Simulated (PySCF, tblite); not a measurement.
# C3H3F3: geometry, infrared bands, NMR shifts and spin-spin couplings

Wanted: the infrared bands, NMR shifts and spin-spin couplings of C3H3F3 (`C=C(F)C(F)F`), by calculation.

Computed with tblite 0.8.0 and PySCF 2.14.0, with density-fitted response routines of our own, on a single molecule in the gas phase. Atoms count from 0, in the outputs and in this text.

## (1) The molecule as given

9 atoms, charge 0, multiplicity 1; geometry from: force field or distance geometry start.

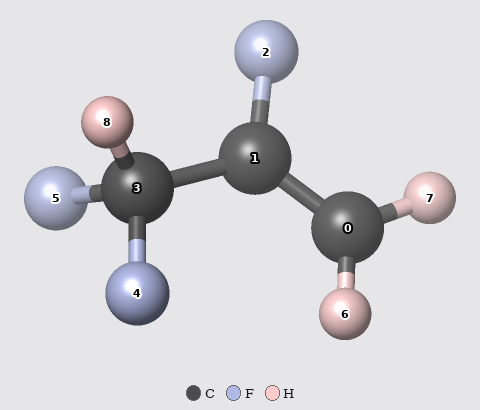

As it starts; carbon dark grey, fluorine light blue, hydrogen pink, atoms numbered; sticks join atoms by distance.

## (2) Relaxing the molecule with GFN2-xTB

Job settings and geometry (Å):

```
{"job": {"kind": "relax", "xc": "GFN2-xTB", "basis": "xTB"}, "charge": 0, "multiplicity": 1}
C     -1.325000    -0.046700    -0.450100
C     -0.285100     0.400900     0.242200
F     -0.487400     1.420400     1.111000
C      1.112800    -0.137000     0.136500
F      1.224000    -1.093700    -0.819400
F      1.489400    -0.746000     1.301500
H     -1.240300    -0.858100    -1.160900
H     -2.303600     0.413200    -0.309300
H      1.828700     0.653100    -0.076700
```

Command:

```sh
$ OMP_NUM_THREADS=1 python probes_run.py task.json out
```

The driver reads the jobs from task.json and runs them one after another.

The program printed:

```text
step      E/eV     max force
  0    -601.65003    1.229
  1    -601.67765    0.741
  2    -601.68875    0.368
  3    -601.69535    0.261
  4    -601.70231    0.150
  5    -601.70397    0.128
  6    -601.70546    0.108
  7    -601.70636    0.089
  8    -601.70708    0.074
  9    -601.70750    0.066
 10    -601.70782    0.063
 11    -601.70813    0.054
 12    -601.70846    0.056
 13    -601.70880    0.054
 14    -601.70911    0.065
 15    -601.70940    0.058
 16    -601.70978    0.071
 17    -601.71042    0.089
 18    -601.71155    0.117
 19    -601.71334    0.186
 20    -601.71599    0.231
 21    -601.71982    0.219
 22    -601.72462    0.188
 23    -601.72979    0.178
 24    -601.73160    0.138
 25    -601.71917    0.596
 26    -601.73307    0.087
 27    -601.73365    0.088
 28    -601.73493    0.178
 29    -601.73581    0.087
 30    -601.73638    0.066
 31    -601.73727    0.052
 32    -601.73753    0.055
 33    -601.73810    0.084
 34    -601.73865    0.079
 35    -601.73920    0.062
 36    -601.73959    0.043
 37    -601.73983    0.053
 38    -601.73976    0.082
 39    -601.74006    0.020
 40    -601.74010    0.015
 41    -601.74013    0.014
 42    -601.74015    0.012
 43    -601.74017    0.010
```

It took 0.23 s on 1 thread of Arm Neoverse N1, shared host.

Relaxation path: (not every step is listed)

| step | energy from step 0 (eV) | largest force (eV/Å) |
| --- | --- | --- |
| 0 | 0.0000 | 1.2293 |
| 1 | -0.0276 | 0.7413 |
| 2 | -0.0387 | 0.3684 |
| 3 | -0.0453 | 0.2606 |
| 4 | -0.0523 | 0.1497 |
| 5 | -0.0539 | 0.1278 |
| 6 | -0.0554 | 0.1076 |
| 7 | -0.0563 | 0.0893 |
| 8 | -0.0571 | 0.0735 |
| 11 | -0.0581 | 0.0539 |
| 14 | -0.0591 | 0.0650 |
| 17 | -0.0604 | 0.0888 |
| 20 | -0.0660 | 0.2314 |
| 23 | -0.0798 | 0.1781 |
| 26 | -0.0830 | 0.0870 |
| 29 | -0.0858 | 0.0871 |
| 32 | -0.0875 | 0.0552 |
| 35 | -0.0892 | 0.0625 |
| 38 | -0.0897 | 0.0821 |
| 39 | -0.0900 | 0.0198 |
| 40 | -0.0901 | 0.0151 |
| 41 | -0.0901 | 0.0143 |
| 42 | -0.0901 | 0.0123 |
| 43 | -0.0901 | 0.0097 |

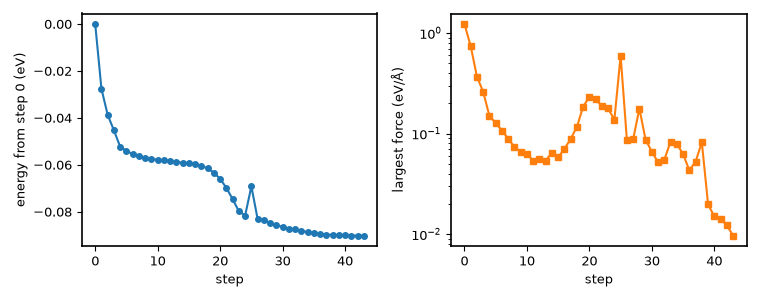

Energy and force, step by step.

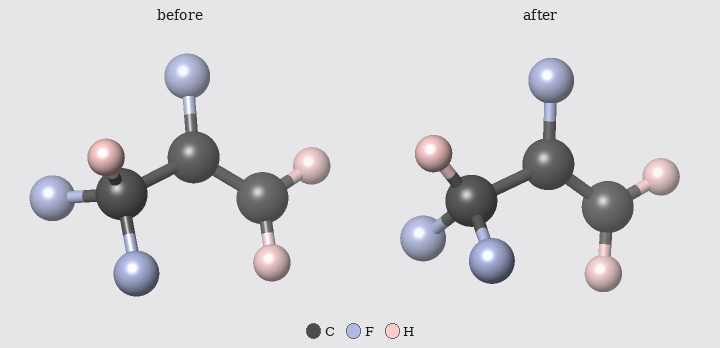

The geometry before (left) and after (right).

Close pairs (by a distance rule), those that changed most:

| bond | before (Å) | after (Å) | change (Å) |
| --- | --- | --- | --- |
| C0–H7 | 1.090 | 1.075 | -0.016 |
| C3–H8 | 1.087 | 1.100 | +0.013 |
| C3–F5 | 1.367 | 1.356 | -0.011 |
| C0–C1 | 1.327 | 1.318 | -0.009 |
| C0–H6 | 1.082 | 1.074 | -0.008 |
| C1–F2 | 1.355 | 1.347 | -0.008 |
| C1–C3 | 1.502 | 1.509 | +0.008 |
| C3–F4 | 1.357 | 1.355 | -0.002 |

The next job starts from the end point, and lists it.

## (3) Harmonic vibrations with GFN2-xTB

Job settings and geometry (Å):

```
{"job": {"kind": "ir", "xc": "GFN2-xTB", "basis": "xTB"}, "charge": 0, "multiplicity": 1}
C     -1.362814    -0.131872    -0.307290
C     -0.277529     0.477745     0.125797
F     -0.306850     1.737093     0.602696
C      1.107800    -0.120400     0.150338
F      1.445700    -0.594013    -1.073015
F      1.159167    -1.186105     0.987286
H     -1.300945    -1.136554    -0.682357
H     -2.321474     0.353817    -0.296659
H      1.870508     0.606282     0.468024
```

The program printed:

```text
mode    cm-1     km/mol
  1      24.3      7.53
  2     225.5      3.00
  3     235.8     13.24
  4     360.1      4.43
  5     469.2     23.34
  6     580.4     16.91
  7     601.9      5.10
  8     720.1      0.10
  9     890.6      8.65
 10     900.2     15.91
 11     933.4     38.19
 12    1020.7    223.94
 13    1070.3    149.65
 14    1171.6     57.84
 15    1243.8     11.11
 16    1299.0     36.35
 17    1351.9      3.06
 18    1719.7     60.00
 19    2910.9     14.31
 20    3132.4      1.83
 21    3174.1      1.46
```

It took 0.22 s on 1 thread of Arm Neoverse N1, shared host.

The strongest bands and the atoms that carry them (share of the mass-weighted mode):

| cm⁻¹ | km/mol | atoms |
| --- | --- | --- |
| 469 | 23.3 | F4 19 %, F5 19 %, F2 16 %, C1 13 % |
| 580 | 16.9 | F4 32 %, C3 17 %, F5 16 %, F2 14 % |
| 933 | 38.2 | H6 26 %, H7 24 %, C0 21 %, F2 17 % |
| 1021 | 223.9 | C3 60 %, F5 18 %, F4 13 % |
| 1070 | 149.7 | C3 50 %, F4 19 %, F5 14 % |
| 1172 | 57.8 | C1 41 %, H8 37 % |
| 1299 | 36.4 | H8 41 %, C3 28 %, C1 24 % |
| 1720 | 60.0 | C1 55 %, C0 39 % |

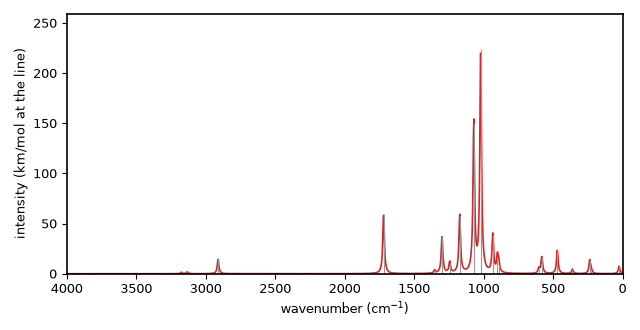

The infrared spectrum from these modes, unscaled. Lines are broadened to a width of 14 cm⁻¹ (Lorentzian).

## (4) Nuclear shieldings: PBE0/pcSseg-1

The job, as its differences from that of step 3:

```diff
@@ -1,2 +1,2 @@
-{"job": {"kind": "ir", "xc": "GFN2-xTB", "basis": "xTB"}, "charge": 0, "multiplicity": 1}
+{"job": {"kind": "nmr", "xc": "PBE0", "basis": "pcSseg-1"}, "charge": 0, "multiplicity": 1}
 C     -1.362814    -0.131872    -0.307290
```

Level: GIAO PBE0/pcSseg-1 NMR shielding, non-relativistic, gas phase.

The program printed:

```text
coarse grid: 8376 points
cycle   1  E = -414.9945651900  dE =  8.336e-01  |g| = 8.045e-01  |ddm| = 2.584e+00
cycle   2  E = -414.8513820431  dE =  1.432e-01  |g| = 1.235e+00  |ddm| = 1.095e+00
cycle   3  E = -415.1029334516  dE = -2.516e-01  |g| = 7.679e-02  |ddm| = 7.012e-01
cycle   4  E = -415.1038105218  dE = -8.771e-04  |g| = 5.073e-02  |ddm| = 1.023e-01
cycle   5  E = -415.1043814141  dE = -5.709e-04  |g| = 1.139e-02  |ddm| = 4.079e-02
cycle   6  E = -415.1044070610  dE = -2.565e-05  |g| = 3.292e-03  |ddm| = 9.788e-03
cycle   7  E = -415.1044094879  dE = -2.427e-06  |g| = 6.315e-04  |ddm| = 2.379e-03
final grid: 84552 points
cycle   8  E = -415.1586796387  dE = -3.341e-05  |g| = 6.606e-03  |ddm| = 1.707e-02
cycle   9  E = -415.1586730956  dE =  6.543e-06  |g| = 9.478e-03  |ddm| = 9.955e-03
cycle  10  E = -415.1586885010  dE = -1.541e-05  |g| = 8.088e-04  |ddm| = 5.469e-03
cycle  11  E = -415.1586886186  dE = -1.176e-07  |g| = 1.703e-04  |ddm| = 6.602e-04
cycle  12  E = -415.1586886225  dE = -3.906e-09  |g| = 7.611e-05  |ddm| = 1.307e-04
cycle  13  E = -415.1586886235  dE = -9.444e-10  |g| = 1.640e-05  |ddm| = 5.459e-05
converged SCF energy = -415.1586886235

GIAO shielding tensors (ppm)
atom      isotropic    diamagn.    paramagn.     s11        s22        s33       span
  0 C       83.959     256.500    -172.541    -21.190    100.874    172.193    193.384
  1 C       12.977     253.171    -240.194    -95.761     60.934     73.759    169.520
  2 F      274.687     473.950    -199.264    192.730    288.463    342.867    150.137
  3 C       69.343     237.920    -168.576     56.334     70.737     80.959     24.624
  4 F      296.697     473.377    -176.680    196.402    337.326    356.363    159.960
  5 F      293.838     473.118    -179.280    193.476    334.955    353.082    159.605
  6 H       26.219      30.646      -4.428     23.525     25.144     29.986      6.461
  7 H       26.275      29.174      -2.899     23.735     25.101     29.990      6.255
  8 H       25.363      26.946      -1.583     23.667     23.914     28.509      4.842
```

Wall time 14 s (1 thread of Arm Neoverse N1, shared host); peak memory 0.52 GiB.

Shifts follow as δ = σ(reference) − σ, with reference shieldings (ppm) from runs at the same level and on the same kind of geometry: ¹H TMS 31.72, ¹³C TMS 186.9, ¹⁹F CFCl3 170.9. The references are single molecules in the gas phase, so shifts against H2O, NH3, PH3, H3PO4 or CFCl3 are not on the usual liquid scales and can be off by tens of ppm. Atoms listed in one row are averaged.

| atoms | environment | σ (ppm) | δ (ppm) | δ scaled to CDCl3 |
| --- | --- | --- | --- | --- |
| C1 | fully substituted alkene carbon | 13.0 | 173.9 | 167.9 |
| C3 | allylic sp3 CH bonded to 2 F | 69.3 | 117.6 | 112.8 |
| C0 | terminal =CH2 carbon | 84.0 | 103.0 | 98.6 |
| H8 | hydrogen on an allylic sp3 CH bonded to 2 F | 25.36 | 6.35 | 6.10 |
| H6 | hydrogen on a terminal =CH2 carbon | 26.22 | 5.50 | 5.29 |
| H7 | hydrogen on a terminal =CH2 carbon | 26.28 | 5.44 | 5.24 |
| F2 | vinylic fluorine | 274.7 | -103.7 | – |
| F4, F5 | fluorine of a CF2 group | 295.3 | -124.3 | – |

The scaled column applies a straight-line fit of computed shieldings to shifts measured in CDCl3, and one for carbons that bear F (root-mean-square error 0.16 ppm for H, 1.9 ppm for C).

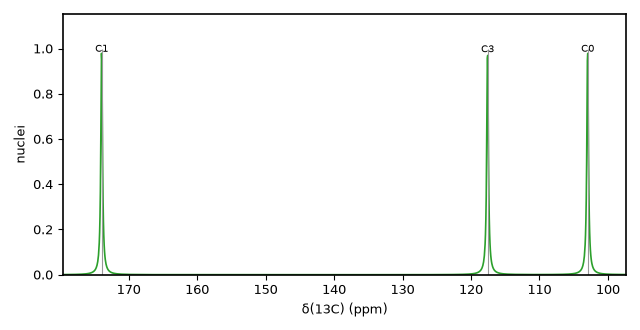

¹³C lines at the computed shifts, without couplings. Lines are broadened to a width of 0.28 ppm (Lorentzian).

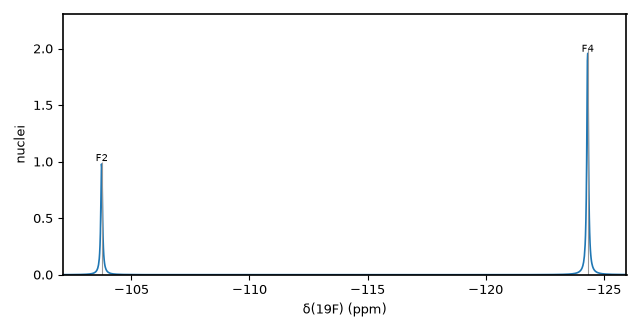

¹⁹F lines at the computed shifts, without couplings. Lines are broadened to a width of 0.08 ppm (Lorentzian).

The run also stored atomic charges by several schemes (e):

| atoms | Mulliken | IAO | Hirshfeld | ESP fit |
| --- | --- | --- | --- | --- |
| C0 | -0.17 | -0.34 | -0.11 | -0.59 |
| C1 | 0.10 | 0.26 | 0.07 | 0.26 |
| F2 | -0.27 | -0.27 | -0.08 | -0.18 |
| C3 | 0.52 | 0.42 | 0.15 | 0.32 |
| F4, F5 | -0.29 | -0.30 | -0.10 | -0.21 |

Hirshfeld charges:

| atom | value (e) |
| --- | --- |
| C0 | -0.11 |
| C1 | 0.07 |
| F2 | -0.08 |
| C3 | 0.15 |
| F4 | -0.10 |
| F5 | -0.11 |
| H6 | 0.06 |
| H7 | 0.06 |
| H8 | 0.06 |

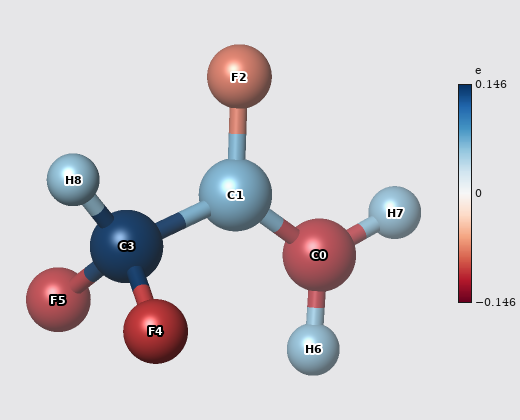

Hirshfeld charges, as colours on the atoms.

Mayer bond orders: C0–C1 1.90, C1–F2 0.95, C1–C3 0.99, C3–F4 0.96, C3–F5 0.96.

## (5) Spin-spin couplings: B3LYP/pcJ-1

The job, as its differences from that of step 4:

```diff
@@ -1,2 +1,2 @@
-{"job": {"kind": "nmr", "xc": "PBE0", "basis": "pcSseg-1"}, "charge": 0, "multiplicity": 1}
+{"job": {"kind": "j", "xc": "B3LYP", "basis": "pcJ-1"}, "charge": 0, "multiplicity": 1}
 C     -1.362814    -0.131872    -0.307290
```

With the program's defaults for keys left out, this is: B3LYP/pcJ-1 indirect spin-spin coupling, non-relativistic, gas phase.

The program printed:

```text
coarse grid: 8376 points
cycle   1  E = -415.4508277179  dE =  7.833e-01  |g| = 8.594e-01  |ddm| = 2.481e+00
cycle   2  E = -415.2541111656  dE =  1.967e-01  |g| = 1.404e+00  |ddm| = 1.201e+00
cycle   3  E = -415.5677088194  dE = -3.136e-01  |g| = 9.435e-02  |ddm| = 7.756e-01
cycle   4  E = -415.5689164100  dE = -1.208e-03  |g| = 6.499e-02  |ddm| = 1.230e-01
cycle   5  E = -415.5698252204  dE = -9.088e-04  |g| = 1.654e-02  |ddm| = 5.212e-02
cycle   6  E = -415.5698801545  dE = -5.493e-05  |g| = 4.042e-03  |ddm| = 1.277e-02
cycle   7  E = -415.5698837227  dE = -3.568e-06  |g| = 8.639e-04  |ddm| = 2.905e-03
final grid: 84552 points
cycle   8  E = -415.6232910122  dE = -1.588e-04  |g| = 6.978e-03  |ddm| = 1.359e-02
cycle   9  E = -415.6232812328  dE =  9.779e-06  |g| = 1.064e-02  |ddm| = 9.410e-03
cycle  10  E = -415.6232985325  dE = -1.730e-05  |g| = 6.278e-04  |ddm| = 5.874e-03
cycle  11  E = -415.6232985667  dE = -3.424e-08  |g| = 4.279e-04  |ddm| = 7.375e-04
cycle  12  E = -415.6232985964  dE = -2.969e-08  |g| = 8.503e-05  |ddm| = 3.175e-04
cycle  13  E = -415.6232985975  dE = -1.084e-09  |g| = 2.117e-05  |ddm| = 6.132e-05
cycle  14  E = -415.6232985976  dE = -7.515e-11  |g| = 9.617e-06  |ddm| = 1.953e-05
converged SCF energy = -415.6232985976

Indirect spin-spin couplings (Hz)
  i      j    bonds     total        FC       PSO       DSO        SD
  0 C    1 C    1    100.708   104.636    -9.171     0.263     4.979
  0 C    2 F    2     14.984    25.541   -24.522    -0.285    14.251
  0 C    3 C    2      6.746     6.216     0.338     0.007     0.184
  0 C    4 F    3      0.394     3.657    -1.604    -0.038    -1.621
  0 C    5 F    3      1.006     4.590    -1.672    -0.076    -1.836
  0 C    6 H    1    172.715   171.241     0.334     0.733     0.406
  0 C    7 H    1    171.006   169.515     0.381     0.698     0.413
  0 C    8 H    3      2.363     2.291     0.657    -0.538    -0.047
  1 C    2 F    1   -336.212  -326.201   -10.128     0.907    -0.790
  1 C    3 C    1     79.015    79.084    -1.509     0.399     1.040
  1 C    4 F    2     29.979    29.879    -1.715     0.151     1.664
  1 C    5 F    2     28.141    27.790    -1.633     0.150     1.834
  1 C    6 H    2      8.884    10.832    -1.590    -0.210    -0.149
  1 C    7 H    2     -8.238    -6.428    -1.404    -0.312    -0.093
  1 C    8 H    2     -0.131    -0.113    -0.182     0.082     0.081
  2 F    3 C    2     56.801    57.672    -1.723     0.161     0.691
  2 F    4 F    3     -5.565    -4.881    -7.071    -1.134     7.521
  2 F    5 F    3     -8.418    -3.525    -5.554    -0.985     1.646
  2 F    6 H    3     43.146    47.331    -2.837    -2.319     0.972
  2 F    7 H    3     13.472    19.146    -4.455    -0.338    -0.881
  2 F    8 H    3      7.039     6.953     0.092     0.633    -0.640
  3 C    4 F    1   -300.023  -301.402   -13.315     1.050    13.645
  3 C    5 F    1   -300.636  -302.362   -13.058     1.049    13.735
  3 C    6 H    3      2.263     2.294    -0.104     0.126    -0.053
  3 C    7 H    3      6.264     6.175     0.438    -0.401     0.052
  3 C    8 H    1    190.683   189.950    -1.144     1.532     0.345
  4 F    5 F    2    288.726    74.681   121.238    -0.577    93.384
  4 F    6 H    4     -1.346    -1.129    -1.050     0.624     0.209
  4 F    7 H    4     -1.834    -2.171     1.163    -1.340     0.514
  4 F    8 H    2     58.541    61.218     1.758    -0.916    -3.520
  5 F    6 H    4     -3.385    -3.167    -0.734     0.346     0.170
  5 F    7 H    4     -3.452    -3.869     1.082    -1.328     0.662
  5 F    8 H    2     59.360    62.164     1.665    -0.899    -3.570
  6 H    7 H    2     -5.159    -5.588     3.759    -3.465     0.134
  6 H    8 H    4      0.418     0.621     1.875    -2.011    -0.067
  7 H    8 H    4      2.438     2.524     1.821    -1.938     0.030
```

It took 55 s on 1 thread of Arm Neoverse N1, shared host; peak memory 0.83 GiB.

Couplings of 1 Hz or more, nine at most for each number of bonds, with means over like pairs (isotopes 13C, 19F, 1H):

| pair | bonds | J (Hz) | Fermi contact (Hz) | dihedral (°) |
| --- | --- | --- | --- | --- |
| C1–F2 | 1 | -336.2 | -326.2 | – |
| C3–F4 | 1 | -300.3 | -301.9 | – |
| C3–H8 | 1 | 190.7 | 189.9 | – |
| C0–H6 | 1 | 172.7 | 171.2 | – |
| C0–H7 | 1 | 171.0 | 169.5 | – |
| C0–C1 | 1 | 100.7 | 104.6 | – |
| C1–C3 | 1 | 79.0 | 79.1 | – |
| F4–F5 | 2 | 288.7 | 74.7 | – |
| F4–H8 | 2 | 59.0 | 61.7 | – |
| F2–C3 | 2 | 56.8 | 57.7 | – |
| C1–F4 | 2 | 29.1 | 28.8 | – |
| C0–F2 | 2 | 15.0 | 25.5 | – |
| C1–H6 | 2 | 8.9 | 10.8 | – |
| C1–H7 | 2 | -8.2 | -6.4 | – |
| C0–C3 | 2 | 6.7 | 6.2 | – |
| H6–H7 | 2 | -5.2 | -5.6 | – |
| F2–H6 | 3 | 43.1 | 47.3 | 180 |
| F2–H7 | 3 | 13.5 | 19.1 | 0 |
| F2–H8 | 3 | 7.0 | 7.0 | -5 |
| F2–F4 | 3 | -7.0 | -4.2 | -127 |
| C3–H7 | 3 | 6.3 | 6.2 | 180 |
| C0–H8 | 3 | 2.4 | 2.3 | 175 |
| C3–H6 | 3 | 2.3 | 2.3 | 0 |
| F4–H7 | 4 | -2.6 | -3.0 | – |
| H7–H8 | 4 | 2.4 | 2.5 | – |
| F4–H6 | 4 | -2.4 | -2.1 | – |

Shifts (PBE0/pcSseg-1, scaled to CDCl3) and these couplings together give the proton spectrum at 400 MHz below. H–H couplings in it are scaled by factors fitted to measured ones, so they differ from the table.

¹H NMR δ 6.10 (m, 1H), 5.29 (ddt, J = 43.1, 4.8, 2.4 Hz, 1H), 5.24 (m, 1H).

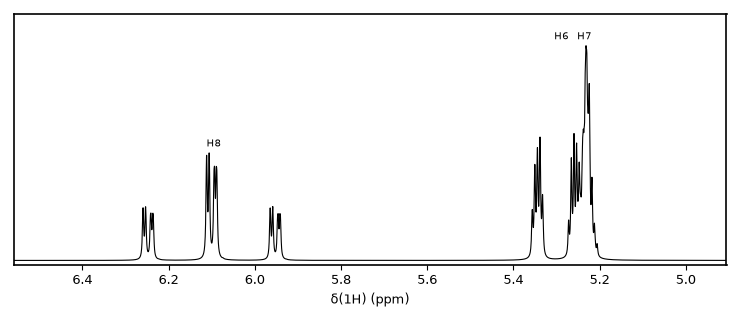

Simulated proton spectrum at 400 MHz, by exact diagonalisation of each spin system; lines 1.2 Hz wide, exchangeable protons uncoupled.

## (6) Outcome

| quantity | value |
| --- | --- |
| strongest single infrared mode (GFN2-xTB) | 1021 cm⁻¹, 224 km/mol |
| zero-point energy (GFN2-xTB) | 34.4 kcal/mol |
| ¹³C shifts against TMS (PBE0/pcSseg-1) | 173.9, 117.6, 103.0 ppm |
| ¹H shifts against TMS (PBE0/pcSseg-1) | 6.35, 5.50, 5.44 ppm |
| ¹⁹F shifts against CFCl3 (PBE0/pcSseg-1, means over atoms taken as alike) | -103.7, -124.3 ppm |
| largest coupling of the table (B3LYP/pcJ-1) | ¹J(C,F) C1–F2, -336.2 Hz |

The optimisation took 43 steps and gained 0.090 eV; among the close pairs (by a distance rule), C0–H7 changed most, from 1.090 to 1.075 Å. No mode is imaginary among the 21: a minimum at this level. The strongest single mode, at 1021 cm⁻¹, moves mainly C3. GFN2-xTB is a fitted tight-binding method: band positions and strengths are rough. Its intensities can rank the bands wrongly. H8 (hydrogen on an allylic sp3 CH bonded to 2 F) lies farthest downfield among hydrogen, at 6.35 ppm; its carbon carries F, which withdraws density. At PBE0/pcSseg-1: The widest tensor belongs to C0: span 193 ppm, with a paramagnetic part of -173 ppm. Of the pairs tabulated at B3LYP/pcJ-1, C1–F2 couples most strongly (-336.2 Hz; Fermi contact -326.2 Hz). Couplings across rotatable bonds belong to this one conformer; where others are populated, the observed values are averages. Density functionals describe couplings to fluorine poorly, F–F couplings above all, so those rows are rough.
